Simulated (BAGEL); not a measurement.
# BPH3F3 (SMILES [BH3-][P+](F)(F)F) at B3LYP/6-31G(d) (density fitting with cc-pvqz-jkfit, spherical functions)

Aim: the energy change on altering one bond length of BPH3F3 at B3LYP/6-31G* (density fitting with cc-pvqz-jkfit, spherical functions), from 2 runs. 

The calculation is run with BAGEL 1.2.2.

## Step 1: The system as given

The species is BPH3F3 (8 atoms), meant as a singlet with charge 0. SMILES: `[BH3-][P+](F)(F)F`. The shape is that of a PBE0-D4/def2-TZVP optimisation.

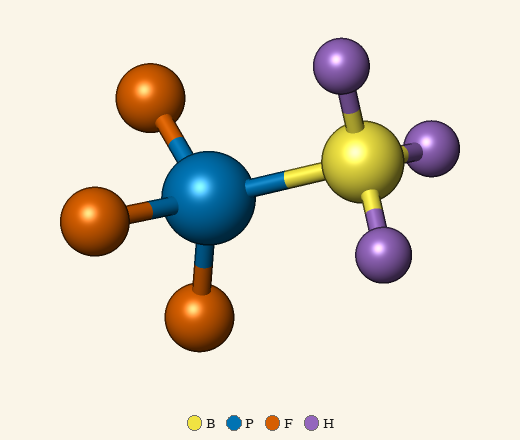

Viewed from a chosen angle; boron yellow, phosphorus blue, fluorine orange, hydrogen purple.

## Step 2: A single-point energy at B3LYP/6-31G(d) (density fitting with cc-pvqz-jkfit, spherical functions)

input.json

```json
{ "bagel" : [

{
  "title" : "molecule",
  "basis" : "6-31gs.json",
  "df_basis" : "cc-pvqz-jkfit",
  "angstrom" : "true",
  "geometry" : [
    { "atom" : "B", "xyz" : [      -0.079940,       0.958130,       0.502960 ] },
    { "atom" : "P", "xyz" : [       0.055250,      -0.662160,      -0.347680 ] },
    { "atom" : "F", "xyz" : [       0.301370,      -1.910790,       0.523410 ] },
    { "atom" : "F", "xyz" : [      -1.155920,      -1.141880,      -1.173150 ] },
    { "atom" : "F", "xyz" : [       1.178770,      -0.833130,      -1.390240 ] },
    { "atom" : "H", "xyz" : [      -1.022770,       0.798330,       1.239980 ] },
    { "atom" : "H", "xyz" : [      -0.266070,       1.727350,      -0.408780 ] },
    { "atom" : "H", "xyz" : [       0.989320,       1.064150,       1.053500 ] }
  ]
},

{
  "title" : "ks",
  "xc_func" : "b3lyp"
},

{
  "title" : "print",
  "file" : "orbitals.molden",
  "orbitals" : "true"
}

]}
```

The basis set 6-31G* is read from a file made from the Basis Set Exchange's data (not shown).

Started as:

```console
$ BAGEL_NUM_THREADS=1 BAGEL input.json > input.out
```

Log:

```text
* using 1 threads per process

  ===============================================================
  ===============================================================

  *** Geometry ***

  { "atom" : "B", "xyz" : [     -0.151065,      1.810603,      0.950457 ] },
  { "atom" : "P", "xyz" : [      0.104407,     -1.251301,     -0.657020 ] },
  { "atom" : "F", "xyz" : [      0.569507,     -3.610870,      0.989102 ] },
  { "atom" : "F", "xyz" : [     -2.184372,     -2.157840,     -2.216932 ] },
  { "atom" : "F", "xyz" : [      2.227552,     -1.574388,     -2.627173 ] },
  { "atom" : "H", "xyz" : [     -1.932755,      1.508625,      2.343223 ] },
  { "atom" : "H", "xyz" : [     -0.502799,      3.264218,     -0.772482 ] },
  { "atom" : "H", "xyz" : [      1.869544,      2.010952,      1.990826 ] },

  Number of auxiliary basis functions:      725

  Since a DF basis is specified, we compute 2- and 3-index integrals:
    o Being stored without compression. Storage requirement is 0.037 GB

  Number of basis functions:       80
  Number of electrons      :       50

    * METHOD: MOLECULE                             0.58

  *** Kohn-Sham DFT ***

    * Removing 15024 points whose weight is below 1.00e-10
    * Grid points: 104224

  === Nuclear Repulsion ===
   269.8580795941

       - DIIS with orbital gradients will be used.

  === KS iteration (b3lyp / 6-31gs.json) ===
      0       -631.90664982          0.13140337           0.42
      1       -508.61127319          0.18294701           0.41
      2       -600.21036194          0.14863064           0.40
      3       -657.81522650          0.07470706           0.40
      4       -666.76575574          0.04257474           0.40
      5       -667.38512636          0.02119942           0.41
      6       -667.57758144          0.00607135           0.41
      7       -667.58547426          0.00486180           0.39
      8       -667.59864308          0.00194514           0.38
      9       -667.60011296          0.00080855           0.40
     10       -667.60044610          0.00011687           0.41
     11       -667.60045412          0.00003362           0.41
     12       -667.60045457          0.00000397           0.40
     13       -667.60045458          0.00000182           0.40
     14       -667.60045458          0.00000083           0.41
     15       -667.60045458          0.00000020           0.41
     16       -667.60045458          0.00000009           0.41
     17       -667.60045458          0.00000003           0.40
     18       -667.60045458          0.00000001           0.39
    * SCF iteration converged.

    * Permanent dipole moment:
           (   -0.054206,     0.649575,     0.341098) a.u.

    * METHOD: KS                                   8.17

    * METHOD: PRINT                                0.02

  ===============================================================
```

Wall time 9 s (1 thread of Arm Neoverse V1, shared host); peak memory 0.43 GiB.

## Step 3: The distorted shape

job.json

```json
{ "bagel": [

{
  "title": "molecule",
  "basis": "6-31gs.json",
  "df_basis": "cc-pvqz-jkfit",
  "angstrom": true,
  "geometry": [
    { "atom": "B", "xyz": [      -0.641672,       1.043611,       1.024214 ] },
    { "atom": "P", "xyz": [      -0.506482,      -0.576679,       0.173574 ] },
    { "atom": "F", "xyz": [      -0.260362,      -1.825309,       1.044664 ] },
    { "atom": "F", "xyz": [      -1.717652,      -1.056399,      -0.651896 ] },
    { "atom": "F", "xyz": [       1.178770,      -0.833130,      -1.390240 ] },
    { "atom": "H", "xyz": [      -1.584502,       0.883811,       1.761234 ] },
    { "atom": "H", "xyz": [      -0.827802,       1.812831,       0.112474 ] },
    { "atom": "H", "xyz": [       0.427588,       1.149631,       1.574754 ] }
  ]
},

{
  "title": "ks",
  "xc_func": "b3lyp"
},

{
  "title": "print",
  "file": "orbitals.molden",
  "orbitals": true
}

]}
```

The basis set 6-31G* is read from a file made from the Basis Set Exchange's data (not shown).

Started as:

```console
$ BAGEL_NUM_THREADS=1 BAGEL job.json > job.out
```

Log:

```text
* using 1 threads per process

  ===============================================================
  ===============================================================

  *** Geometry ***

  { "atom" : "B", "xyz" : [     -1.212584,      1.972139,      1.935484 ] },
  { "atom" : "P", "xyz" : [     -0.957112,     -1.089765,      0.328007 ] },
  { "atom" : "F", "xyz" : [     -0.492013,     -3.449334,      1.974129 ] },
  { "atom" : "F", "xyz" : [     -3.245892,     -1.996305,     -1.231905 ] },
  { "atom" : "F", "xyz" : [      2.227552,     -1.574388,     -2.627173 ] },
  { "atom" : "H", "xyz" : [     -2.994275,      1.670161,      3.328250 ] },
  { "atom" : "H", "xyz" : [     -1.564319,      3.425754,      0.212545 ] },
  { "atom" : "H", "xyz" : [      0.808024,      2.172488,      2.975854 ] },

  Number of auxiliary basis functions:      725

  Since a DF basis is specified, we compute 2- and 3-index integrals:
    o Being stored without compression. Storage requirement is 0.037 GB

  Number of basis functions:       80
  Number of electrons      :       50

    * METHOD: MOLECULE                             0.59

  *** Kohn-Sham DFT ***

    * Removing 14096 points whose weight is below 1.00e-10
    * Grid points: 105152

  === Nuclear Repulsion ===
   244.5718213901

       - DIIS with orbital gradients will be used.

  === KS iteration (b3lyp / 6-31gs.json) ===
      0       -614.67053237          0.11662996           0.43
      1       -462.41184287          0.20181077           0.40
      2       -563.05934812          0.16155912           0.40
      3       -657.24128671          0.13560625           0.41
      4       -666.34857263          0.04914935           0.41
      5       -666.81720811          0.03813143           0.41
      6       -667.14441376          0.02274233           0.40
      7       -667.40120370          0.01148895           0.41
      8       -667.48074630          0.00187206           0.42
      9       -667.48187774          0.00101798           0.41
     10       -667.48246598          0.00030104           0.40
     11       -667.48252573          0.00005414           0.39
     12       -667.48252542          0.00006144           0.40
     13       -667.48252737          0.00000420           0.41
     14       -667.48252738          0.00000379           0.40
     15       -667.48252738          0.00000131           0.41
     16       -667.48252738          0.00000059           0.40
     17       -667.48252738          0.00000027           0.42
     18       -667.48252738          0.00000019           0.41
     19       -667.48252738          0.00000013           0.41
     20       -667.48252738          0.00000002           0.42
     21       -667.48252738          0.00000002           0.39
     22       -667.48252738          0.00000001           0.41
    * SCF iteration converged.

    * Permanent dipole moment:
           (    0.865904,     0.283070,    -0.615400) a.u.

    * METHOD: KS                                   9.89

    * METHOD: PRINT                                0.02

  ===============================================================
```

Run time: 11 s. Hardware: 1 thread of Arm Neoverse V1, shared host; peak memory 0.44 GiB.

## Step 4: Summary of results

Level: B3LYP/6-31G* (density fitting with cc-pvqz-jkfit, spherical functions).

```
                                                         quantity          value
                                        first shape: total energy  -667.60045 Eh
                                       first shape: dipole moment         1.87 D
                                         first shape: HOMO energy       -9.28 eV
                                         first shape: LUMO energy        0.30 eV
                                       first shape: HOMO–LUMO gap        9.58 eV
                                    distorted shape: total energy  -667.48253 Eh
                                   distorted shape: dipole moment         2.79 D
                                     distorted shape: HOMO energy       -9.15 eV
                                     distorted shape: LUMO energy       -4.14 eV
                                   distorted shape: HOMO–LUMO gap        5.01 eV
energy change with the P2–F5 bond stretched from 1.542 to 2.313 Å       3.209 eV
```

In words: With the P2–F5 bond stretched from 1.542 to 2.313 Å the energy rises by 3.21 eV (310 kJ/mol). The first shape isn't relaxed at this level, so the change isn't measured from a minimum.
